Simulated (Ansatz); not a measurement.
## Electronic structure of C6H3N3 in real space

```json
{"atom": "C", "x (Å)": "-2.5183", "y (Å)": "-0.1013", "z (Å)": "0.6000"}
{"atom": "C", "x (Å)": "-1.4490", "y (Å)": "0.6933", "z (Å)": "0.1164"}
{"atom": "C", "x (Å)": "-1.4995", "y (Å)": "1.9532", "z (Å)": "-0.4221"}
{"atom": "C", "x (Å)": "-2.6617", "y (Å)": "2.7622", "z (Å)": "-0.6198"}
{"atom": "C", "x (Å)": "0.6203", "y (Å)": "1.5101", "z (Å)": "-0.5082"}
{"atom": "C", "x (Å)": "-0.0004", "y (Å)": "0.2877", "z (Å)": "0.1020"}
{"atom": "N", "x (Å)": "-3.3746", "y (Å)": "-0.7758", "z (Å)": "1.0037"}
{"atom": "N", "x (Å)": "-3.6051", "y (Å)": "3.4184", "z (Å)": "-0.7799"}
{"atom": "N", "x (Å)": "-0.2261", "y (Å)": "2.4366", "z (Å)": "-0.7982"}
{"atom": "H", "x (Å)": "1.6912", "y (Å)": "1.6315", "z (Å)": "-0.7010"}
{"atom": "H", "x (Å)": "0.1847", "y (Å)": "-0.6220", "z (Å)": "-0.4991"}
{"atom": "H", "x (Å)": "0.3957", "y (Å)": "0.0755", "z (Å)": "1.1125"}
```

Geometry: B3LYP/def2-SVP.

These are results of Ansatz 0.2.0, isolated molecule in a Gaussian basis; Kohn-Sham density functional theory, functional PBE0, not measurements.

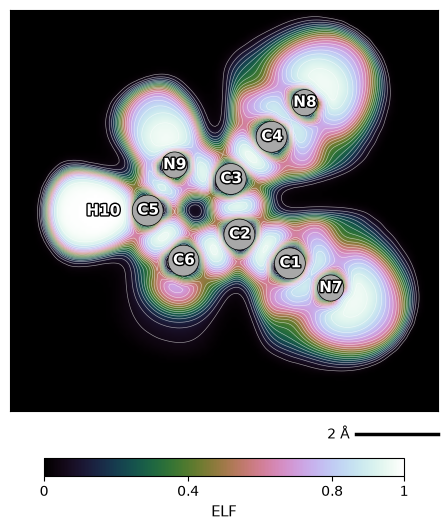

Figure 1. ELF on the plane of atoms C1, C2 and C3. Grey discs cover the atomic cores.

Read the bonding off the picture.

- Atoms in the plane: C, N and H.
- C–N (1.16 Å): the ELF peaks at about 0.85 between the atoms: a multiple bond.
- C–C (1.37 Å): the ELF peaks at about 0.95 between the atoms; localised, covalent bonding.
- C–H (1.09 Å): the ELF climbs to about 1 towards the hydrogen, as it does in any bond to H (an ordinary covalent bond to hydrogen).
- C–N (1.29 Å): the ELF peaks at about 0.90 between the atoms: localised, covalent bonding.
- C–C (1.42 Å): the ELF peaks at about 0.95 between the atoms: a covalent bond.
- The ELF also peaks beside N7, N9 and N8, away from the bonds: lone-pair regions.

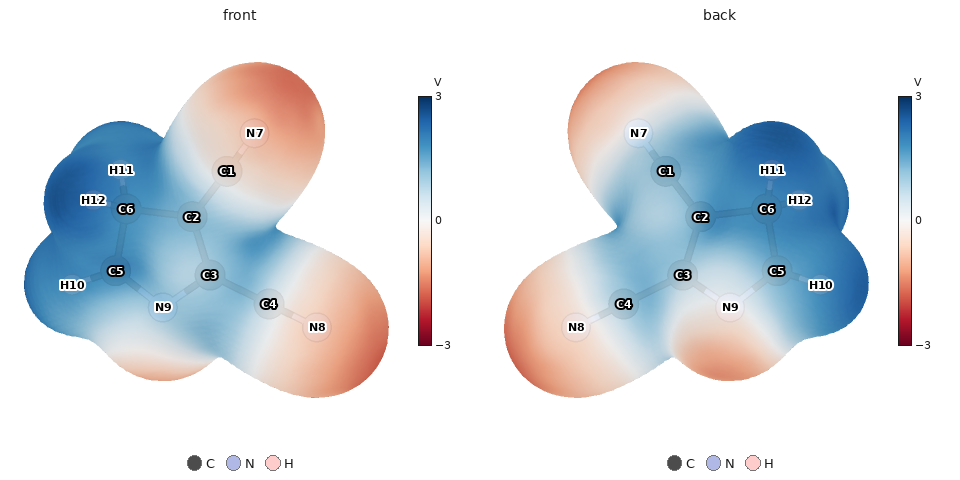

Figure 2. The molecular electrostatic potential painted on the density surface at 0.004 e/bohr³, seen from the front and from behind; red is negative and blue positive.

Where is the surface potential most negative and most positive?

The most negative region (about −1.7 V, or −39 kcal/mol for a unit charge) lies over N7 and N8, the most positive (about +2.6 V, or +60 kcal/mol for a unit charge) over H11 and H12.

How polar is the molecule by this calculation?

Its dipole moment is 6.69 D.

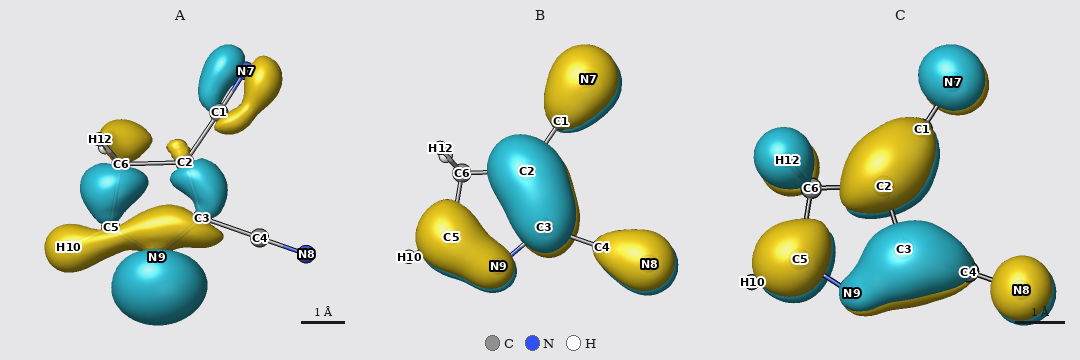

Figure 3. Three frontier orbitals at ±0.1 Å⁻³ᐟ² (yellow and cyan are the two phases), in no order.

Order the three orbitals by energy and name them.

A is the HOMO−1 (−9.19 eV). By Hirshfeld shares it lies mainly on N9 (about 60 %), C5 (about 10 %), C3 (about 10 %) and C6 (about 5 %). B is the HOMO (−8.26 eV). By Hirshfeld shares it lies mainly on C2 (about 20 %), C3 (about 15 %), N7 (about 15 %), C5 (about 10 %), N8 (about 10 %) and N9 (about 5 %). C is the LUMO (−3.32 eV). Its weight (Hirshfeld) is mainly on C2 (about 20 %), C3 (about 15 %), C5 (about 15 %), N7 (about 10 %), N8 (about 10 %) and C1 (about 5 %).

What is the HOMO–LUMO gap?

4.94 eV between the orbital energies.
